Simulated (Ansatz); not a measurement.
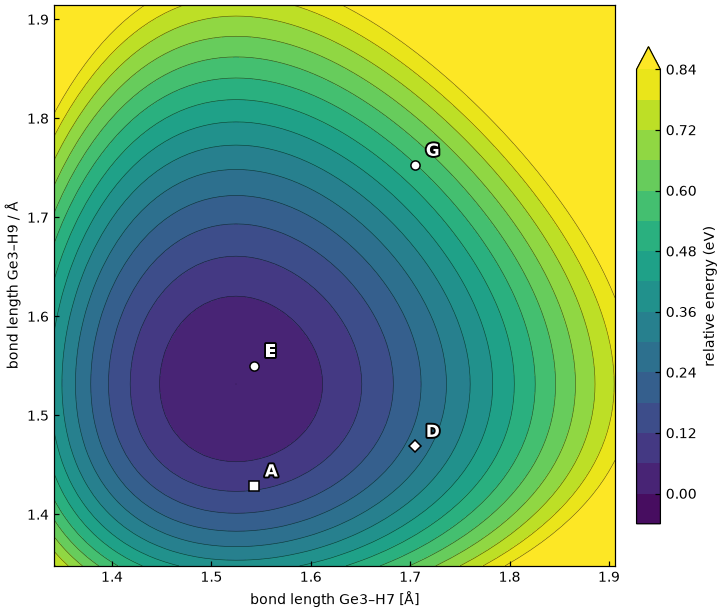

CH6GeS, SMILES C[S][GeH3]. Coordinates scanned: (1) bond length Ge3–H7; (2) bond length Ge3–H9. Nothing is relaxed (all other coordinates rigid). Grid: 15 × 15 points. Points are written as (first, second). Energies: eV, counted from the relaxed molecule at the same level. Theory: Ansatz, RKS r2SCAN0-D4/def2-TZVP.

The picture shows filled contours, one colour for all values above the top of the scale, lettered points. Between grid points the surface is interpolated.

**What kind of point is each of A, D, E, G: minimum, saddle, maximum or slope?**

A: on a slope; D: on a slope; E: minimum; G: on a slope. (In these two coordinates alone; a stationary point may lie a little off the grid point.)

**Rank the lettered points by energy, lowest first.**

E (0.006 eV), A (0.11 eV), D (0.26 eV), G (0.54 eV).
